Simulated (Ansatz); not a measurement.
# BF2HO: the cost of one run

Method: the levels named in each step, in Ansatz 0.2.0.

### Step 1. The structure to begin with

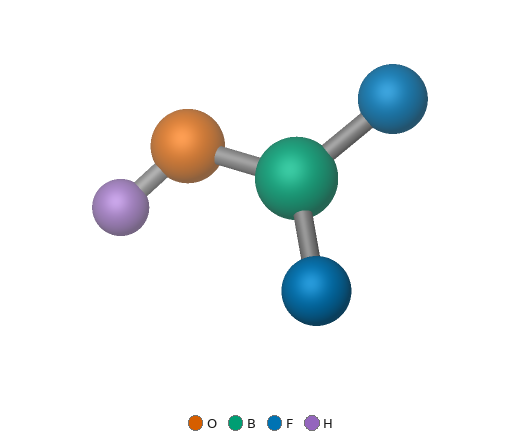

The starting structure, seen from a chosen angle (oxygen orange, boron teal, fluorine blue, hydrogen purple).

Coordinates:

```xyz
5

O     1.2883   -0.4812    0.0427
B     0.0504   -0.0281    0.0014
F    -0.9702   -0.8523   -0.0703
F    -0.2493    1.2649    0.0285
H     1.9952    0.1626    0.0952
```

### Step 2. A rough first relaxation, PBE-D4/def2-SVP

This run stands in another session on the same molecule. It ended at:

```xyz
5

O     1.3052   -0.5150    0.0425
B     0.0417   -0.0284    0.0010
F    -0.9824   -0.8733   -0.0715
F    -0.2180    1.2864    0.0306
H     1.9680    0.1962    0.0950
```

### Step 3. Relaxation, PBE0-D4/def2-TZVPP

This run stands in another session on the same molecule. It ended at:

```xyz
5

O     1.2987   -0.5024    0.0428
B     0.0416   -0.0244    0.0012
F    -0.9692   -0.8657   -0.0708
F    -0.2232    1.2759    0.0301
H     1.9666    0.1825    0.0943
```

### Step 4. Frequencies, PBE0-D4/def2-TZVPP

The input, input.yaml:

```yaml
crystal:
  periodic: [false, false, false]
  atoms:
    - { symbol: O, position_ang: [1.29868884, -0.50241187, 0.04276954] }
    - { symbol: B, position_ang: [0.04159496, -0.02441152, 0.00116916] }
    - { symbol: F, position_ang: [-0.96919586, -0.86574163, -0.07080408] }
    - { symbol: F, position_ang: [-0.22322349, 1.27592439, 0.03007118] }
    - { symbol: H, position_ang: [1.96656555, 0.18249063, 0.0943342] }
basis:
  gaussian: { orbitals: def2-TZVPP }
hamiltonian:
  xc: pbe0
  dispersion: d4
phonons: {}
```

The run is started by

```console
$ ansatz run input.yaml --threads 2 --pin off --max-ram 5120MiB --backend cpu --events-out ev --progress --plain --runs-dir out
```

**Question.** How long does this run take on 2 threads of Arm Neoverse V1, shared host, and how much memory does it need?

About 44 s, with a peak of 0.2 GiB.
